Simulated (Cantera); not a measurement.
Input: 1 mol Al(CH3)3, 4.8 mol N2, 390 mol H2, equilibrated at 1848 K.

Cantera equilibrium calculation (NASA polynomials, part measured and part estimated; ideal gas, pure solids and liquids). Candidate condensed phases: Al, AlN, C, C6H6, C7H8, C8H18; 97 gas species. The feed counts by its element totals alone. Rates play no part.

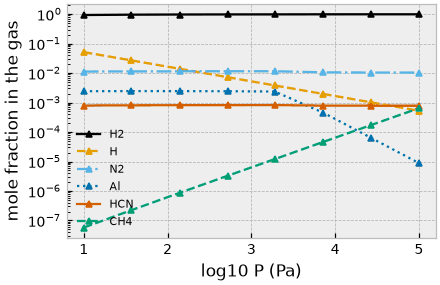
Figure: Equilibrium gas composition (values under 1e-9 drawn at 1e-9)

From 0.0750 Torr to 14.3 Torr the condensed part is C(graphite). From 54.0 Torr to 750 Torr the condensed part is AlN(s) + C(graphite). The main Al-bearing gas is Al throughout.
